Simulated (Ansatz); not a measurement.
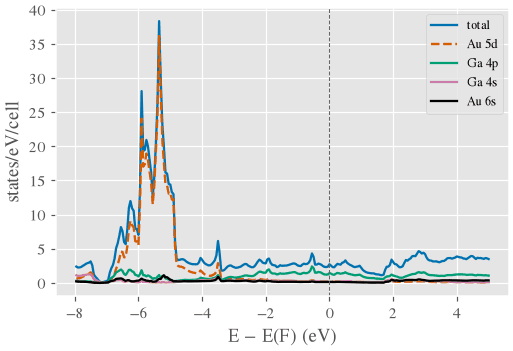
*Total and projected density of states of MgGaAu in space group P-62m (No. 189; Mg on 3f, Ga on 3g, Au on 1a, Au on 2d), r²SCAN in the plane-wave PAW code Ansatz*

Problem. Which orbitals carry the states next to the Fermi level?

Solution. Within 0.5 eV of the Fermi level: Ga 4p 53 %, Mg 3s 8 %, Ga 4s 8 %, Au 5d 8 %, Au 6s 5 %, outside the projected shells 18 %. Projections are on Löwdin-orthogonalised atomic valence shells; empty p or d shells of many metals are not among them.

Problem. Where is the tallest occupied peak in this window, and what makes it?

Solution. Near -5.3 eV, about 38 states/eV per cell; the largest projected share is Au 5d.

The first step of the workflow began from a Materials Project structure, measured or hypothetical; the Crystallography Open Database files this formula in space group No. 189, but the cells were not matched. Whether it is the stable phase at ambient conditions was not checked. Symmetry was held in the r²SCAN relaxation; its stability against distortions is not shown here. Scalar-relativistic: spin–orbit coupling is off unless named, which matters more the heavier the elements.

Potentials: the later of the program's two PAW sets.
